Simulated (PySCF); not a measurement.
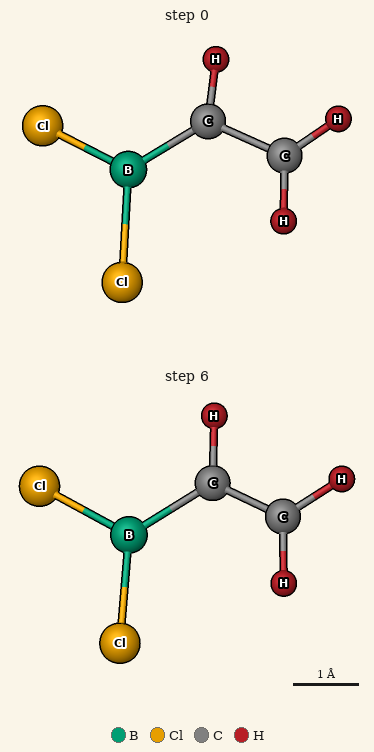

The structure of C₂H₃BCl₂ before (top) and after (bottom) a relaxation, at one scale.

The picture is a ball-and-stick view, seen at a tilt.

The start comes from GFN2-xTB. Its atoms were then displaced at random by about 0.03 Å.

The calculation used PBE0-D3(BJ)/def2-SVP geometry optimisation, gas phase in PySCF. 

> What changed between the two?

The B atom moves most after the best rigid fit: 0.081 Å. Largest moves by element: B 0.081 Å, H 0.077 Å, C 0.074 Å, Cl 0.057 Å. Near-neighbour distances that change, for instance: B–C 1.460 → 1.544 Å, C–H 1.026 → 1.095 Å, C–C 1.409 → 1.342 Å, B–Cl 1.690 → 1.754 Å. Bond angles that change, for instance: C–C–H 112.8° → 118.7°, B–C–H 121.9° → 118.2°, C–C–H 118.7° → 120.9°. The energy falls by 48.8 kJ/mol in 6 geometry steps. Cost: 51 s on 1 thread of Intel(R) Xeon(R) Processor @ 2.50GHz, on a shared host.
